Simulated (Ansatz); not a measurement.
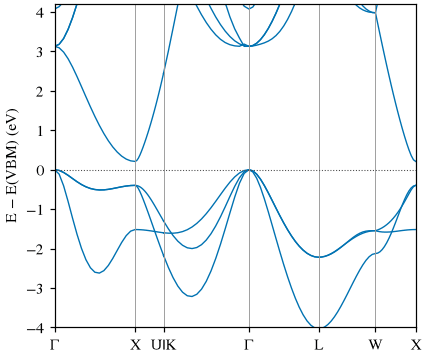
Band structure from PBE in the plane-wave PAW code Ansatz

Question: Read off the gap and where the band edges lie.

Answer: About 0.2 eV (0.21 eV by a search for the band edges); maximum at Γ, minimum at X.

The material is YN (rock salt, Fm-3m).

The cell was relaxed with PBE under the symmetry of its start. The run is not spin-polarised. The volume moved by 18 % from the start of the relaxation. Scalar-relativistic: spin–orbit coupling is off unless named, which matters more the heavier the elements.

Potentials: the later of the program's two PAW sets.
